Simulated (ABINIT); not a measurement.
**LiHF2 (R-3m): G0W0 in ABINIT against the k mesh**

Wanted: the cheapest k mesh that holds the gap of LiHF2 (R-3m).

Main program and level: ABINIT 10.8.3; LDA and many-body steps on it, plane waves.

**1. Starting point**

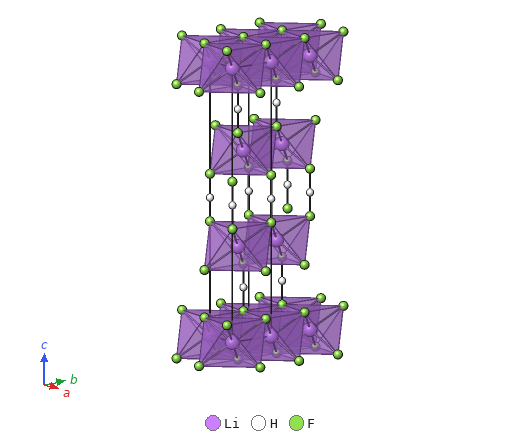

Start, viewed slightly off an axis; lithium purple, hydrogen white, fluorine green. 1×2×1 cells are drawn. This picture shows the conventional cell, with its axes. Some periodic images of atoms are drawn too.

Structure file:

```cif
data_structure
_symmetry_space_group_name_H-M 'P 1'
_symmetry_Int_Tables_number 1
_cell_length_a 4.6837
_cell_length_b 4.6837
_cell_length_c 4.6837
_cell_angle_alpha 36.505
_cell_angle_beta 36.505
_cell_angle_gamma 36.505
_cell_volume 32.55
loop_
_atom_site_label
_atom_site_type_symbol
_atom_site_fract_x
_atom_site_fract_y
_atom_site_fract_z
_atom_site_occupancy
Li1 Li 0.00000 0.00000 0.00000 1
H2 H 0.50000 0.50000 0.50000 1
F3 F 0.41330 0.41330 0.41330 1
F4 F 0.58670 0.58670 0.58670 1
```

The cell and positions are those that the Materials Project relaxed with its own functionals (PBE, PBE+U or r2SCAN), kept fixed.

**2. Empty states on the mesh, 4×4×4 mesh, 69 bands**

This step: ABINIT 10.8.3; DFT, LDA, plane waves, norm-conserving pseudopotentials.

The sums over transitions need many empty states on a uniform mesh; this step solves for them.

Input file run.abi:

```
acell 3*1.0 Angstrom
rprim 
  1.466983587415 0.846963369091 4.366688724100
  -1.466983587415 0.846963369091 4.366688724100
  0.000000000000 -1.693926738182 4.366688724100
ntypat 3
znucl 3 1 9
natom 4
typat 1 2 3 3
xred 
  0.000000000000 0.000000000000 0.000000000000
  0.500000000000 0.500000000000 0.500000000000
  0.413301880000 0.413301880000 0.413301880000
  0.586698120000 0.586698120000 0.586698120000
pp_dirpath "pseudos"
pseudos "Li.upf, H.upf, F.upf"
ecut 36
ngkpt 4 4 4
nshiftk 1
shiftk 0 0 0
kptopt 1
chksymbreak 0
irdden 1
istwfk *1
nband 69
prtvol 0
optdriver 6
gwr_task "HDIAGO"
paral_kgb 0
occopt 1
indata_prefix "in"
outdata_prefix "out"
tmpdata_prefix "tmp"
```

On the command line:

```console
> OMP_NUM_THREADS=1 mpirun -n 4 abinit run.abi > log
```

Numbers of over 12 decimals in the logs are rounded to 6 here.

The log of the run:

```text
.Version 10.8.3 of ABINIT. v10.8.2 released Aug 2026.

 Symmetries : space group R-3 m (#166); Bravais hR (rhombohedral)
[... echo of the input left out ...]
== DATASET  1 ==================================================================
-   mpi_nproc: 4, omp_nthreads: 1 (-1 if OMP is not activated)

--- !DatasetInfo
iteration_state: {dtset: 1, }
dimensions: {natom: 4, nkpt: 13, mband: 69, nsppol: 1, nspinor: 1, nspden: 1, mpw: 2290, }
cutoff_energies: {ecut:  36.0, pawecutdg:  -1.0, }
[...]
Indirect band gap semiconductor
 Fundamental gap:     8.102 (eV)
   VBM:    -2.764 (eV) at k: [ 5.0000E-01,  5.0000E-01,  5.0000E-01]
   CBM:     5.338 (eV) at k: [ 0.0000E+00,  0.0000E+00,  0.0000E+00]
 Direct gap:         8.306 (eV) at k: [ 0.0000E+00,  0.0000E+00,  0.0000E+00]

== END DATASET(S) ==============================================================
================================================================================

 -outvars: echo values of variables after computation  --------
           etotal      0.0000000000E+00
            nband          69
             nkpt          13
          spgroup         166
 [... the other variables as echoed above ...]

 Calculation completed.
```

Elapsed: 36 s, on 4 MPI ranks of Arm Neoverse V2, shared host; peak memory 1.4 GiB.

This step gave:

```
gap                                                           : 8.102 eV
k of the valence top                                          : 0.5, 0.5, 0.5
k of the conduction bottom                                    : 0, 0, 0
least direct gap                                              : 8.306 eV
k points computed                                             : 13
lowest point of the top converged band, above the valence top : 75.0070 eV
```

On this mesh the gap is 8.102 eV.

The density comes from a self-consistent run that is not shown.

**3. Empty states on the mesh, 2×2×2 mesh, 26 bands**

Changes to run.abi since step 2:

```diff
@@ -17,3 +17,3 @@
 ecut 36
-ngkpt 4 4 4
+ngkpt 2 2 2
 nshiftk 1
@@ -22,10 +22,10 @@
 chksymbreak 0
+iscf -2
 irdden 1
 istwfk *1
-nband 69
+nband 26
+nbdbuf 4
+tolwfr 1e-09
+nstep 60
 prtvol 0
-optdriver 6
-gwr_task "HDIAGO"
-paral_kgb 0
-occopt 1
 indata_prefix "in"
```

The log of the run:

```text
.Version 10.8.3 of ABINIT. v10.8.2 released Aug 2026.

 Symmetries : space group R-3 m (#166); Bravais hR (rhombohedral)
[... echo of the input left out ...]
== DATASET  1 ==================================================================
-   mpi_nproc: 4, omp_nthreads: 1 (-1 if OMP is not activated)

--- !DatasetInfo
iteration_state: {dtset: 1, }
dimensions: {natom: 4, nkpt: 4, mband: 26, nsppol: 1, nspinor: 1, nspden: 1, mpw: 2290, }
cutoff_energies: {ecut:  36.0, pawecutdg:  -1.0, }
[...]
-0.10904    0.19618    0.36890    0.51640    0.58138    0.63051    0.63051    0.77187
   0.77187    0.83396    0.92270    0.92270    0.99077    0.99077    1.03180    1.06822
   1.18782    1.19515
 prteigrs : prtvol=0 or 1, do not print more k-points.

== END DATASET(S) ==============================================================
================================================================================

 -outvars: echo values of variables after computation  --------
            nband          26
             nkpt           4
          spgroup         166
 [... the other variables as echoed above ...]

 Calculation completed.
```

The job ended after 2.5 s (4 MPI ranks; peak memory 0.08 GiB).

Numbers from this step:

| Property | Result |
| --- | --- |
| gap | 8.102 eV |
| k of the valence top | 0.5, 0.5, 0.5 |
| k of the conduction bottom | 0, 0, 0 |
| least direct gap | 8.305 eV |
| k points computed | 4 |
| lowest point of the top converged band, above the valence top | 28.29 eV |

On this mesh the gap is 8.102 eV.

**4. Empty states on the mesh, 6×6×6 mesh, 26 bands**

Changes to run.abi since step 3:

```diff
@@ -17,3 +17,3 @@
 ecut 36
-ngkpt 2 2 2
+ngkpt 6 6 6
 nshiftk 1
```

The log of the run:

```text
.Version 10.8.3 of ABINIT. v10.8.2 released Aug 2026.

 Symmetries : space group R-3 m (#166); Bravais hR (rhombohedral)
[... echo of the input left out ...]
== DATASET  1 ==================================================================
-   mpi_nproc: 4, omp_nthreads: 1 (-1 if OMP is not activated)

--- !DatasetInfo
iteration_state: {dtset: 1, }
dimensions: {natom: 4, nkpt: 32, mband: 26, nsppol: 1, nspinor: 1, nspden: 1, mpw: 2292, }
cutoff_energies: {ecut:  36.0, pawecutdg:  -1.0, }
[...]
-0.10904    0.19618    0.36890    0.51640    0.58138    0.63051    0.63051    0.77187
   0.77187    0.83396    0.92270    0.92270    0.99077    0.99077    1.03180    1.06822
   1.18782    1.19515
 prteigrs : prtvol=0 or 1, do not print more k-points.

== END DATASET(S) ==============================================================
================================================================================

 -outvars: echo values of variables after computation  --------
            nband          26
             nkpt          32
          spgroup         166
 [... the other variables as echoed above ...]

 Calculation completed.
```

The job ended after 8 s (4 MPI ranks; peak memory 0.3 GiB).

This step gave:

```
gap                                                           : 8.102 eV
k of the valence top                                          : 0.5, 0.5, 0.5
k of the conduction bottom                                    : 0, 0, 0
least direct gap                                              : 8.305 eV
k points computed                                             : 32
lowest point of the top converged band, above the valence top : 28.29 eV
```

On this mesh the gap is 8.102 eV.

**5. Empty states on the mesh, 8×8×8 mesh, 26 bands**

Changes to run.abi since step 4:

```diff
@@ -17,3 +17,3 @@
 ecut 36
-ngkpt 6 6 6
+ngkpt 8 8 8
 nshiftk 1
```

The log of the run:

```text
.Version 10.8.3 of ABINIT. v10.8.2 released Aug 2026.

 Symmetries : space group R-3 m (#166); Bravais hR (rhombohedral)
[... echo of the input left out ...]
== DATASET  1 ==================================================================
-   mpi_nproc: 4, omp_nthreads: 1 (-1 if OMP is not activated)

--- !DatasetInfo
iteration_state: {dtset: 1, }
dimensions: {natom: 4, nkpt: 65, mband: 26, nsppol: 1, nspinor: 1, nspden: 1, mpw: 2295, }
cutoff_energies: {ecut:  36.0, pawecutdg:  -1.0, }
[...]
-0.10904    0.19618    0.36890    0.51640    0.58138    0.63051    0.63051    0.77187
   0.77187    0.83396    0.92270    0.92270    0.99077    0.99077    1.03180    1.06822
   1.18782    1.19515
 prteigrs : prtvol=0 or 1, do not print more k-points.

== END DATASET(S) ==============================================================
================================================================================

 -outvars: echo values of variables after computation  --------
            nband          26
             nkpt          65
          spgroup         166
 [... the other variables as echoed above ...]

 Calculation completed.
```

It took 15 s on 4 MPI ranks; peak memory 0.33 GiB; 61 s of CPU time.

Numbers from this step:

| Item | Value |
| --- | --- |
| gap | 8.102 eV |
| k of the valence top | 0.5, 0.5, 0.5 |
| k of the conduction bottom | 0, 0, 0 |
| least direct gap | 8.305 eV |
| k points computed | 65 |
| lowest point of the top converged band, above the valence top | 28.29 eV |

On this mesh the gap is 8.102 eV.

**6. Screening, 2×2×2 mesh, 22 bands, screening to 106.1 eV**

The RPA dielectric matrix is built and inverted for each q.

This step: RPA screening on LDA, plane waves, norm-conserving pseudopotentials.

Changes to run.abi since step 5:

```diff
@@ -17,3 +17,3 @@
 ecut 36
-ngkpt 8 8 8
+ngkpt 2 2 2
 nshiftk 1
@@ -22,10 +22,11 @@
 chksymbreak 0
-iscf -2
-irdden 1
 istwfk *1
-nband 26
-nbdbuf 4
-tolwfr 1e-09
-nstep 60
-prtvol 0
+occopt 1
+irdwfk 1
+optdriver 3
+nband 22
+ecuteps 3.9
+inclvkb 2
+awtr 1
+symchi 1
 indata_prefix "in"
```

The log of the run:

```text
.Version 10.8.3 of ABINIT. v10.8.2 released Aug 2026.

 Symmetries : space group R-3 m (#166); Bravais hR (rhombohedral)
[... echo of the input left out ...]
== DATASET  1 ==================================================================
-   mpi_nproc: 4, omp_nthreads: 1 (-1 if OMP is not activated)

--- !DatasetInfo
iteration_state: {dtset: 1, }
dimensions: {natom: 4, nkpt: 4, mband: 22, nsppol: 1, nspinor: 1, nspden: 1, mpw: 2290, }
cutoff_energies: {ecut:  36.0, pawecutdg:  -1.0, }
electrons: {nelect:   1.80000000E+01, charge:   0.00000000E+00, occopt:   1.00000000E+00, tsmear:   1.00000000E-02, }

 SCREENING: Calculation of the susceptibility and dielectric matrices

 Based on a program developped by R.W. Godby, V. Olevano, G. Onida, and L. Reining.
 Incorporated in ABINIT by V. Olevano, G.-M. Rignanese, and M. Torrent.
.Using double precision arithmetic ; gwpc =  8

[... cell and pseudopotentials left out ...]
--------------------------------------------------------------------------------

 ==== K-mesh for the wavefunctions ====
 Number of points in the irreducible wedge :     4
[... list of points left out ...]
 Together with 12 symmetry operations and time-reversal symmetry
 yields     8 points in the full Brillouin Zone.

 ==== Q-mesh for the screening function ====
 Number of points in the irreducible wedge :     4
[... list of points left out ...]
 Together with 12 symmetry operations and time-reversal symmetry
 yields     8 points in the full Brillouin Zone.

 setmesh: FFT mesh size selected  =    32x   32x   32
          total number of points  =        32768

 vcoul_init : cutoff-mode = AUXILIARY_FUNCTION
 q-points for optical limit:   1
     1)      0.000010    0.000020    0.000030

- screening: taking advantage of time-reversal symmetry
- Maximum band index for partially occupied states nbvw = 9
- Remaining bands to be divided among processors   nbcw = 13
- Number of bands treated by each node ~3

 Number of electrons calculated from density =   18.0000; Expected =   18.0000
 average of density, n =  0.081937
 r_s =    1.4283
 omega_plasma =   27.6119 [eV]

 calculating chi0 at frequencies [eV] :
  1    0.000000E+00    0.000000E+00
  2    0.000000E+00    2.761194E+01

--------------------------------------------------------------------------------
  q-point number  1        q = ( 0.000000, 0.000000, 0.000000) [r.l.u.]
--------------------------------------------------------------------------------
[... chi0 elements left out ...]
 For q-point:  0.000010 0.000020 0.000030
  dielectric constant =   1.9786
  dielectric constant without local fields =   2.0409

  Average fulfillment of the sum rule on Im[epsilon] for q-point    1 :     22.69  [%]
[... wings left out ...]
  q-point number  2        q = ( 0.500000, 0.000000, 0.000000) [r.l.u.]
--------------------------------------------------------------------------------
[... chi0 elements left out ...]
  Average fulfillment of the sum rule on Im[epsilon] for q-point    2 :     24.06  [%]

 [... 2 further q-points ...]
```

It took 2.1 s on 4 MPI ranks; peak memory 0.11 GiB.

Numbers from this step:

| Item | Value |
| --- | --- |
| ε∞ with local fields, on this mesh, along the program's q direction | 1.979 |
| the same without local fields | 2.041 |
| plasma frequency | 27.61 eV |
| plane waves in the screening matrix | 85 |

Local fields lower ε∞ by 3 %. On a Γ-centred mesh this coarse the value itself is usually too large, while a short band sum pulls it down.

**7. 2×2×2**

This step: G0W0 on LDA, plane waves, norm-conserving pseudopotentials.

Changes to run.abi since step 6:

```diff
@@ -25,8 +25,17 @@
 irdwfk 1
-optdriver 3
+optdriver 4
 nband 22
+gwcalctyp 0
+ecutsigx 36
+symsigma 1
+nkptgw 2
+kptgw 
+  0.5000000000 0.5000000000 0.5000000000
+  0.0000000000 0.0000000000 0.0000000000
+bdgw 
+  8 11
+  8 11
 ecuteps 3.9
-inclvkb 2
-awtr 1
-symchi 1
+irdscr 1
+ppmodel 1
 indata_prefix "in"
```

The log of the run:

```text
.Version 10.8.3 of ABINIT. v10.8.2 released Aug 2026.

 Symmetries : space group R-3 m (#166); Bravais hR (rhombohedral)
[... echo of the input left out ...]
== DATASET  1 ==================================================================
-   mpi_nproc: 4, omp_nthreads: 1 (-1 if OMP is not activated)

--- !DatasetInfo
iteration_state: {dtset: 1, }
dimensions: {natom: 4, nkpt: 4, mband: 22, nsppol: 1, nspinor: 1, nspden: 1, mpw: 2290, }
cutoff_energies: {ecut:  36.0, pawecutdg:  -1.0, }
electrons: {nelect:   1.80000000E+01, charge:   0.00000000E+00, occopt:   1.00000000E+00, tsmear:   1.00000000E-02, }

 SIGMA: Calculation of the GW corrections

 Based on a program developped by R.W. Godby, V. Olevano, G. Onida, and L. Reining.
 Incorporated in ABINIT by V. Olevano, G.-M. Rignanese, and M. Torrent.
.Using double precision arithmetic ; gwpc =  8

[... cell and pseudopotentials left out ...]
--------------------------------------------------------------------------------

 ==== K-mesh for the wavefunctions ====
 Number of points in the irreducible wedge :     4
[... list of points left out ...]
 Together with 12 symmetry operations and time-reversal symmetry
 yields     8 points in the full Brillouin Zone.

 ==== Q-mesh for screening function ====
 Number of points in the irreducible wedge :     4
[... list of points left out ...]
 Together with 12 symmetry operations and time-reversal symmetry
 yields     8 points in the full Brillouin Zone.

 vcoul_init : cutoff-mode = AUXILIARY_FUNCTION
 q-points for optical limit:   1
     1)      0.000010    0.000020    0.000030
 setmesh: FFT mesh size selected  =    48x   48x   48
          total number of points  =       110592

 Number of electrons calculated from density =   18.0000; Expected =   18.0000
 average of density, n =  0.081937
 r_s =    1.4283
 omega_plasma =   27.6119 [eV]

 === KS Band Gaps ===
  >>>> For spin  1
   Minimum direct gap =   8.3056 [eV], located at k-point      :   0.0000  0.0000  0.0000
   Fundamental gap    =   8.1022 [eV], Top of valence bands at :   0.5000  0.5000  0.5000
                                       Bottom of conduction at :   0.0000  0.0000  0.0000
 SIGMA fundamental parameters:
 PLASMON POLE MODEL  1
 number of plane-waves for SigmaX                 2267
 number of plane-waves for SigmaC and W             85
 number of plane-waves for wavefunctions          2267
 number of bands                                    22
 number of independent spin polarizations            1
 number of spinorial components                      1
 number of k-points in IBZ                           4
 number of q-points in IBZ                           4
 number of symmetry operations                      12
 number of k-points in BZ                            8
 number of q-points in BZ                            8
 number of frequencies for dSigma/dE                 9
 frequency step for dSigma/dE [eV]                0.25
 number of omega for Sigma on real axis              0
 max omega for Sigma on real axis  [eV]           0.00
 zcut for avoiding poles [eV]                     0.10

 EPSILON^-1 parameters (SCR file):
 dimension of the eps^-1 matrix on file             85
 dimension of the eps^-1 matrix used                85
 number of plane-waves for wavefunctions          2267
 number of bands                                    22
 number of q-points in IBZ                           4
 number of frequencies                               2
 number of real frequencies                          1
 number of imag frequencies                          1

 matrix elements of self-energy operator (all in [eV])

 Perturbative Calculation

--- !SelfEnergy_ee
iteration_state: {dtset: 1, }
kpoint     : [   0.500,    0.500,    0.500, ]
spin       : 1
KS_gap     :    8.980
QP_gap     :   13.886
Delta_QP_KS:    4.906
data: !SigmaeeData |
     Band     E0 <VxcDFT>   SigX SigC(E0)      Z dSigC/dE  Sig(E)    E-E0       E
        8  -2.764 -22.895 -30.120   4.824   0.837  -0.195 -24.905  -2.010  -4.774
        9  -2.764 -22.895 -30.120   4.824   0.837  -0.195 -24.905  -2.010  -4.774
       10   6.216 -10.446  -5.108  -2.133   0.904  -0.106  -7.549   2.896   9.113
       11   9.482 -12.448  -6.562  -2.280   0.896  -0.117  -9.218   3.230  12.712

--- !SelfEnergy_ee
iteration_state: {dtset: 1, }
kpoint     : [   0.000,    0.000,    0.000, ]
spin       : 1
KS_gap     :    8.306
QP_gap     :   13.131
Delta_QP_KS:    4.825
data: !SigmaeeData |
     Band     E0 <VxcDFT>   SigX SigC(E0)      Z dSigC/dE  Sig(E)    E-E0       E
        8  -2.967 -22.692 -29.976   4.834   0.836  -0.196 -24.741  -2.049  -5.016
        9  -2.967 -22.692 -29.976   4.834   0.836  -0.196 -24.741  -2.049  -5.016
       10   5.338 -11.036  -5.828  -2.138   0.904  -0.106  -8.260   2.776   8.114
       11  10.038  -9.540  -3.562  -2.364   0.906  -0.103  -6.265   3.276  13.314

== END DATASET(S) ==============================================================
================================================================================

 -outvars: echo values of variables after computation  --------
           etotal      0.0000000000E+00
            nband          22
             nkpt           4
          spgroup         166
 [... the other variables as echoed above ...]

 Calculation completed.
```

It took 2.1 s on 4 MPI ranks; peak memory 0.12 GiB.

This step gave:

| Property | Result |
| --- | --- |
| G0W0 gap on the points computed | 12.89 eV |
| starting gap on the mesh | 8.102 eV |
| k of the valence top | 0.5, 0.5, 0.5 |
| k of the conduction bottom | 0, 0, 0 |
| Z at the valence top | 0.837 |
| Z at the conduction bottom | 0.904 |
| least direct G0W0 gap on the computed points | 13.13 eV |

[end of part 1 of 2]

[Paths, hosts, dates, memory and timing lines, banners, echoed tables and standing remarks are left out of the program output.]

[Logs are printed without paths, hosts, clocks, repeated set-up lines and the standing remarks that a program may print on its own settings, such as how far it seeks lower states.]

[Runs of the session that timed out or met a known fault of the program may be left out.]

[Hosts, paths, dates, database ids (printed as entryN), source tags and the programs' standing remarks are cut or masked in the printed files.]

[G0W0 gaps are taken among the corrected bands and points alone; a level outside them can change the order at an edge.]

[Where Ansatz stands beside ABINIT at settings called matched, ABINIT's density can come from a denser mesh and the files from another edition; pairs whose starting gaps differed by over 0.03 eV were left out, so agreement reads better than it is.]
